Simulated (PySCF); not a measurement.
**C4H10N, doublet, SMILES `CCC(C)[NH]`: what the electrons do**

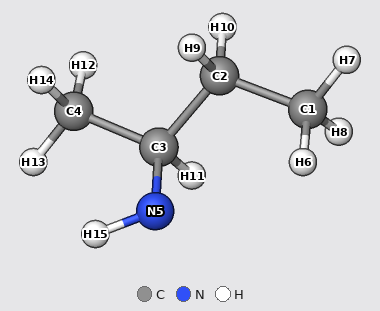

The molecule, with its atoms numbered as below. No frequency check shows the geometry to be a minimum.

Cartesian coordinates (Å):

```
C1       2.0425    0.0257   -0.1155
C2       0.7264    0.6704    0.2883
C3      -0.4953   -0.1020   -0.2804
C4      -1.8068    0.6486   -0.0236
N5      -0.4477   -1.4299    0.1389
H6       2.0291   -1.0251    0.1578
H7       2.8742    0.5142    0.3870
H8       2.1947    0.1013   -1.1899
H9       0.6373    0.6780    1.3758
H10      0.6791    1.7007   -0.0694
H11     -0.3212   -0.1273   -1.3768
H12     -1.7720    1.6480   -0.4509
H13     -2.6451    0.1124   -0.4661
H14     -1.9790    0.7357    1.0480
H15     -1.3637   -1.7859    0.3998
```

### 1. Bonding charge

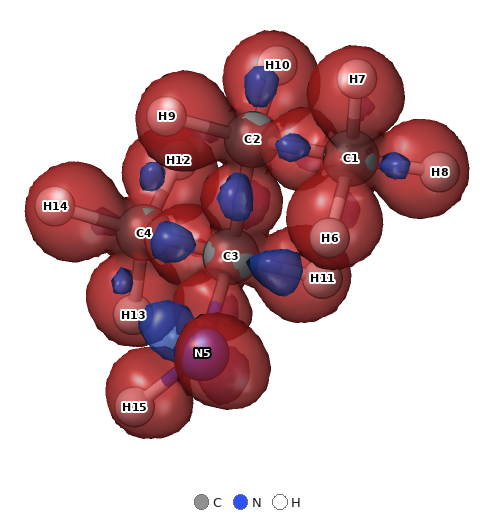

Deformation density (molecule less spherical, spin-averaged free atoms at the same positions), surfaces at ±0.1 e/Å³; red: gain, blue: loss.

Method: TPSS/6-311G**; geometry: GFN2-xTB; program: PySCF. The stability of the open-shell solution wasn't checked. GFN2-xTB doesn't know the spin state, so this open-shell geometry is rough.

Q: Describe the bonding that the map shows.

A: The five largest and four smallest: N5–H15: +0.82 e/Å³ at the bond critical point (bond length 1.02 Å, Mayer order 0.9). C1–H6: +0.68 e/Å³ at the bond critical point (bond length 1.09 Å, Mayer order 1.0). C2–H9: +0.67 e/Å³ at the bond critical point (bond length 1.09 Å, Mayer order 1.0). C2–H10: +0.66 e/Å³ at the bond critical point (bond length 1.09 Å, Mayer order 1.0). C4–H12: +0.66 e/Å³ at the bond critical point (bond length 1.09 Å, Mayer order 1.0). C3–C4: +0.45 e/Å³ at the bond critical point (bond length 1.53 Å, Mayer order 1.0). C1–C2: +0.44 e/Å³ at the bond critical point (bond length 1.52 Å, Mayer order 1.0). C2–C3: +0.42 e/Å³ at the bond critical point (bond length 1.55 Å, Mayer order 0.9). C3–N5: +0.40 e/Å³ at the bond critical point (bond length 1.39 Å, Mayer order 1.1). In all, 3.0 electrons gather in the regions of gain relative to the promolecule.

Q: Where do the Hirshfeld charges lie?

A: The highest Hirshfeld charge is on H15 (+0.09 e), the lowest on N5 (−0.15 e).

### 2. Bond critical points

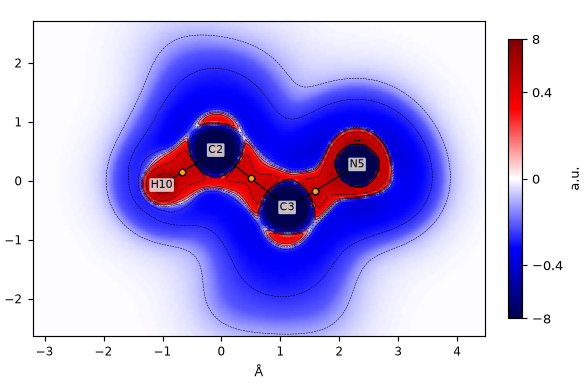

Negative Laplacian of the density (−∇²ρ) in the plane of C2, C3, N5 and H10 (red positive, blue negative, colour scale in a.u., logarithmic beyond ±0.04), with bond paths and bond critical points (dots).

Q: Sort the bonds in the plane by the sign of ∇²ρ at their critical points.

A: Concentrated (∇²ρ < 0): C3–N5 (−0.89 a.u.); C2–H10 (−0.92 a.u.); C2–C3 (−0.49 a.u.). At none is it depleted.

Q: Where along C2–H10 does the critical point lie?

A: 0.69 Å from C2 and 0.40 Å from H10.

### 3. Local ionisation energy

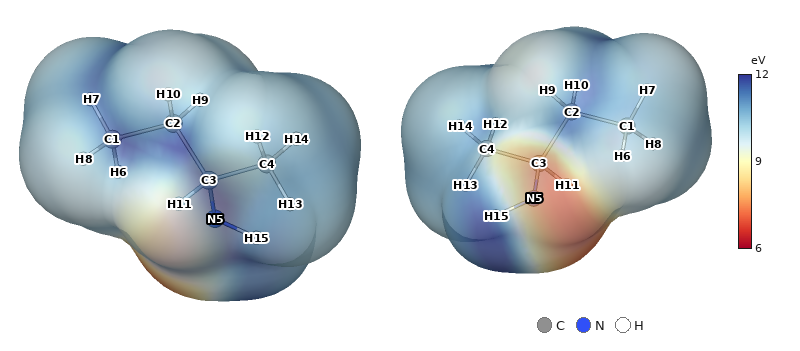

Average local ionisation energy on the surface of electron density 0.001 a.u. (back view left, front view right).

Q: Where are the most loosely bound electrons on this surface?

A: The lowest value is 7.0 eV, near N5 (1.95 Å) and H6 (2.07 Å). Further minima include 9.2 eV, 1.4 Å from H11; 9.7 eV, 1.4 Å from H7. For comparison, the highest occupied orbital lies at −5.8 eV.

### 4. Spin density

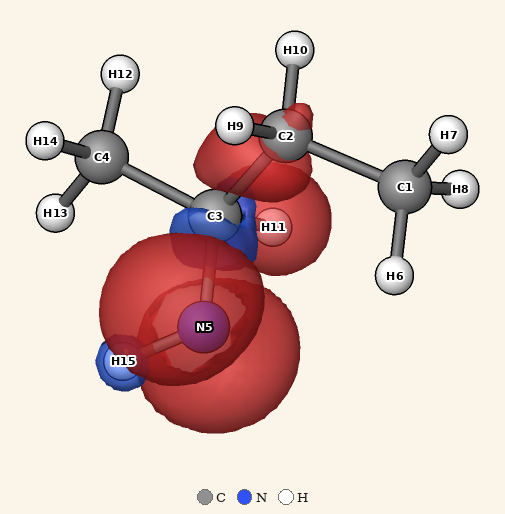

Spin density ρα − ρβ at ±0.02 e/Å³ (red: excess α, blue: excess β).

Q: How is the spin shared among the atoms?

A: Hirshfeld spin populations: N5 +0.76, H11 +0.07, C3 +0.06, H15 +0.04 and C2 +0.04. ⟨S²⟩ = 0.75, as for a pure state. The picture also shows regions of β spin from spin polarisation; the Hirshfeld sums, whose atoms overlap, net them against the α spin of neighbours.

### 5. In an electric field

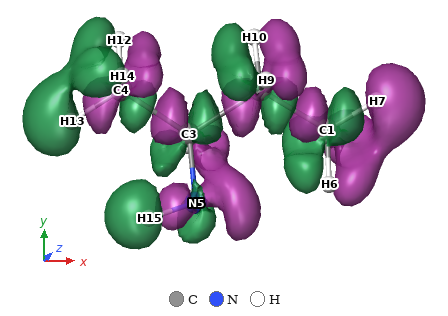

Change of the electron density in a uniform field of 0.41 V/Å, surfaces at ±0.004 e/Å³ (green: gain, purple: loss).

PySCF calculation, PBE/aug-cc-pVDZ, gas phase; geometry: GFN2-xTB. The stability of the open-shell solution wasn't checked. GFN2-xTB doesn't know the spin state, so this open-shell geometry is rough.

The field was applied in both directions; the picture shows the one opposite to the script's first.

Q: Along which Cartesian direction does the field point?

A: Along +x: electrons gather on the −x side, against the field.

Q: What dipole is induced, and what polarisability does it imply?

A: The induced dipole is 1.49 D (along the field); α along this axis, from the fields in both directions, is 73 bohr³ (10.8 Å³).

### 6. Removing or adding an electron

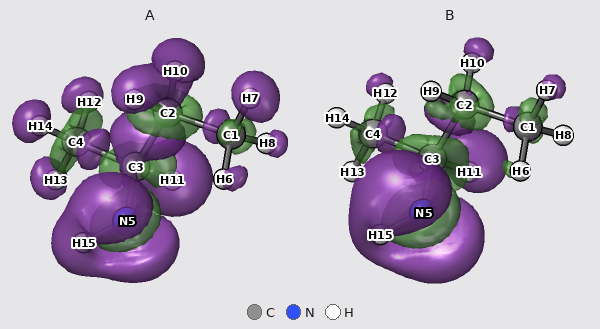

The two Fukui functions at ±0.02 e/Å³ (purple positive, green negative).

PySCF calculation, BP86/6-311+G**, gas phase; geometry: GFN2-xTB. GFN2-xTB doesn't know the spin state, so this open-shell geometry is rough.

Q: Which panel is f⁻ (electron removed) and which f⁺ (electron added)?

A: A is f⁻, B is f⁺. f⁻ (Hirshfeld-condensed) is largest on N5 (0.26); the vertical ionisation energy is 9.31 eV (to the singlet cation, which needn't be its lowest state). f⁺ (Hirshfeld-condensed) is largest on N5 (0.33); the vertical electron affinity is 0.80 eV (to the singlet anion, which needn't be its lowest state; the anion's highest orbital has positive energy, so this value and f⁺ depend on the basis).

The PySCF runs shown took 110 s, 3 min and 2.2 min on 1 thread of Arm Neoverse V1, on a shared host.
